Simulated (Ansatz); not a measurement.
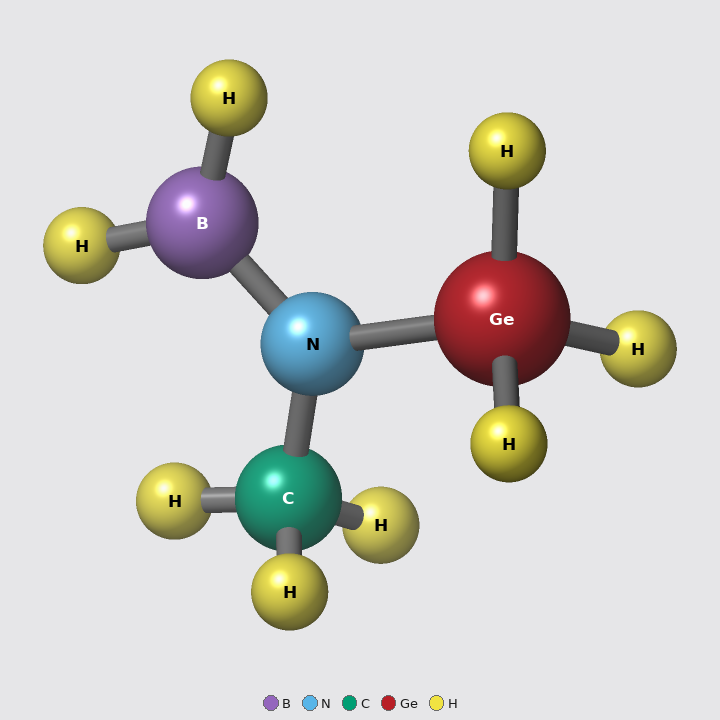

Starting geometry of the run.

The calculation was set up as follows.

```yaml
crystal:
  periodic: [false, false, false]
  atoms:
    - {symbol: B, position_ang: [0.699367, 0.972944, 0.948078]}
    - {symbol: N, position_ang: [0.036669, 0.157931, 0.219685]}
    - {symbol: C, position_ang: [-1.205141, -0.234322, 0.521511]}
    - {symbol: Ge, position_ang: [0.686569, -0.506877, -1.218022]}
    - {symbol: H, position_ang: [1.720950, 1.261200, 0.649080]}
    - {symbol: H, position_ang: [0.234811, 1.374016, 1.866640]}
    - {symbol: H, position_ang: [-1.500307, 0.202971, 1.375200]}
    - {symbol: H, position_ang: [-1.255020, -1.233459, 0.643563]}
    - {symbol: H, position_ang: [-1.856493, 0.017463, -0.205136]}
    - {symbol: H, position_ang: [0.685187, -1.917495, -1.088622]}
    - {symbol: H, position_ang: [1.987460, -0.000226, -1.388817]}
    - {symbol: H, position_ang: [-0.163121, -0.144837, -2.292063]}
basis:
  gaussian: {orbitals: x2c-TZVPPall, fitting: {mean_field: def2-universal-jkfit}, final_grid: {core_spheres: 20, valence_spheres: 16, degree: 47}}
hamiltonian: {xc: {name: PBEsol}}
```

Command:

```sh
ansatz run in.yaml --threads 2 --pin off --events-out ev --progress --plain --max-ram 31744MiB --backend cpu
```

Result:

```
Functional definition: PBEsol
  name "PBEsol"
  cite "Perdew et al., Phys. Rev. Lett. 100, 136406 (2008) doi:10.1103/PhysRevLett.100.136406"
  cite "Perdew, Burke & Ernzerhof, Phys. Rev. Lett. 77, 3865 (1996) doi:10.1103/PhysRevLett.77.3865"
  parent pbesol
  exchange = pbesol_x
  correlation = pbesol_c
637 factors; integrals over basis functions are off by at most 9.8e-1 eV
mean field evaluation 1: about -60361.3509 eV, gradient 8.6e1 eV
mean field evaluation 2: about -60313.1939 eV, gradient 1.6e2 eV
mean field evaluation 4: about -60375.6131 eV, gradient 1.6e1 eV
mean field evaluation 8: about -60376.0720 eV, gradient 2.9e-1 eV
mean field evaluation 16: about -60376.0721 eV, gradient 5.0e-5 eV
mean field -60376.07213224 eV, -2218.7797264882 hartree, gradient 5.0e-5 eV, S^2 0.000000; 0 other end points of the search recorded, 0 dependent functions left out
reference -60376.07217947 eV, -2218.7797282241 hartree; 29, 29 occupied and 224, 224 virtual orbitals, 637 factors
Total energy: -60376.07217947 eV, -2218.7797282241 hartree
Relativity: scalar
```

Self-consistency was reached.
